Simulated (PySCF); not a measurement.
**Si2N2H5O: polarizability calculation**

The run: polarizability calculation of Si2N2H5O, multiplicity 2, SMILES O[SiH]1[N][SiH2]N1. Method and program: HF/ANO-RCC-MB, UHF, sfX2C (PySCF 2.14.0).

The geometry comes from this level: GFN2-xTB.

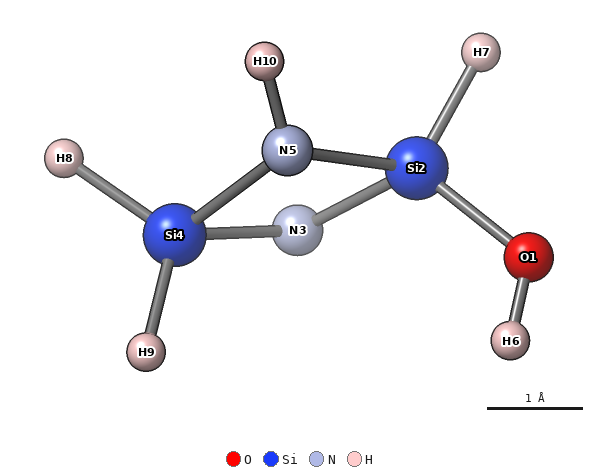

*The structure as given in the input (ball-and-stick view, seen on its broad side; atoms are numbered from 1 in the order of the input).*

**Input (calc.py)**
```python
# O[SiH]1[N][SiH2]N1
import numpy
from pyscf import gto
from pyscf.prop.polarizability import uhf

system = gto.M(
    atom='''
O       -0.939550       1.199360       1.746530
Si       0.309950       0.732680       0.839460
N        0.738260      -0.928160       0.705880
Si       0.137390      -1.295410      -0.851160
N       -0.128610       0.474770      -0.871500
H       -1.746150       0.690170       1.756460
H        1.311120       1.743230       1.082120
H        1.120350      -1.718110      -1.838490
H       -1.176100      -1.908720      -1.007600
H        0.373320       1.010200      -1.561700
''',
    spin=1,
    verbose=3,
    max_memory=1860,
    basis='ano-rcc-mb',
)

myscf = system.UHF()
myscf = myscf.sfx2c1e()
myscf.conv_tol = 1e-10
myscf.kernel()
if not myscf.converged:
    myscf = myscf.newton().run(myscf.mo_coeff, myscf.mo_occ)

e_final = myscf.e_tot
print(f'total energy: {e_final:.8f} hartree')
pol = uhf.Polarizability(myscf)
alpha = pol.polarizability()
print('isotropic polarizability %.4f bohr^3' % (numpy.trace(alpha) / 3))
alpha_w = pol.polarizability_with_freq(freq=0.0774)
beta = pol.hyper_polarizability()
```

Command:
```bash
OMP_NUM_THREADS=1 python calc.py
```

**Log**
```
WARN: HOMO -0.204862663901175 >= LUMO -0.204862663901175

converged SCF energy = -765.456073314892  <S^2> = 0.76885197  2S+1 = 2.018764
total energy: -765.45607331 hartree
isotropic polarizability 35.4233 bohr^3
```

**Summary**

| quantity | value |
| --- | --- |
| outcome | converged |
| total energy | −765.456073 hartree |
| basis functions | 38 |
| ⟨S²⟩ | 0.769 |
| dipole moment | 1.54 D |
| hardware | 1 thread of AMD EPYC (Zen 4), 16 GiB of memory available, shared host |
| wall time | 6 s |
| peak memory | 0.16 GiB |
